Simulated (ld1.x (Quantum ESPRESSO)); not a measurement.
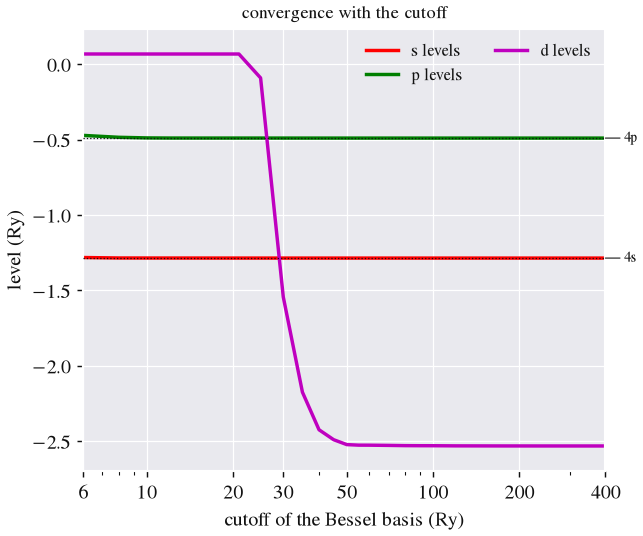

The pseudo-atom Hamiltonian at the reference potential is diagonalised in spherical Bessel functions (20 bohr box) up to the cutoff. Curves: the lowest levels of each channel that holds a bound state. Dotted lines: the all-electron valence levels.

```yaml
element: Se
generator: ld1.x (Quantum ESPRESSO) 7.5
type: ultrasoft
functional: LDA (PZ)
relativity: scalar-relativistic
frozen_core: [Ar] 3d10
valence_charge: 6
reference_configuration: 4s2 4p4
partial_waves: 4s (bound): rcut 1.60, rcutus 1.85 bohr; 4s channel at 1.15 Ry: rcut 1.60, rcutus 1.85 bohr; 4p (bound): rcut 1.45, rcutus 1.65 bohr; 4p channel at 0.05 Ry: rcut 1.45, rcutus 1.65 bohr; 4d channel at 0.1 Ry: rcut 1.30, rcutus 1.55 bohr; 4d channel at 1.1 Ry: rcut 1.30, rcutus 1.55 bohr
local_potential: all-electron potential smoothed inside 1.55 bohr (lloc = -2)
core_correction: none
augmentation_charge: PSQ, inside the norm-conserving radii
```

> Does every curve settle on an all-electron level?

Ghost state below the valence levels: d at -34.4 eV. A ghost is a curve that settles on no dotted line: a bound state with no counterpart among the valence levels. In Ry: d -2.53.

> From which cutoff on does the ghost show?

The lowest d curve lies clearly below zero from about 25 Ry on and ends at -2.53 Ry.

> Read the all-electron valence levels.

4s: -1.29 Ry; 4p: -0.49 Ry.
